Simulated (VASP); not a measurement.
Band structure of MnSi (B20). These are LDA (Ceperley-Alder, Perdew-Zunger), VASP's LDA PAW potentials (set 64) (plane waves; VASP) values and carry that method's errors.

The moments were started parallel, and other spin orders were not tried in this run.

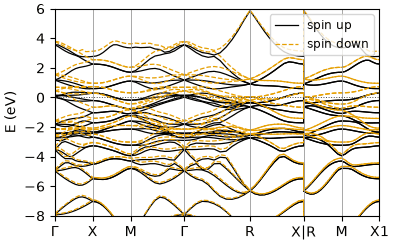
Figure: Bands along high-symmetry lines, zero at the valence-band maximum or, without a gap, the Fermi level

Question: Read the plot: is there a gap, and where are the band edges?

Answer: It has no gap at this level: it comes out as a metal or semimetal. (Edges off the drawn lines would not show.)

The compound is MnSi in the B20 structure. It was relaxed first, which changed the volume by -9 %.
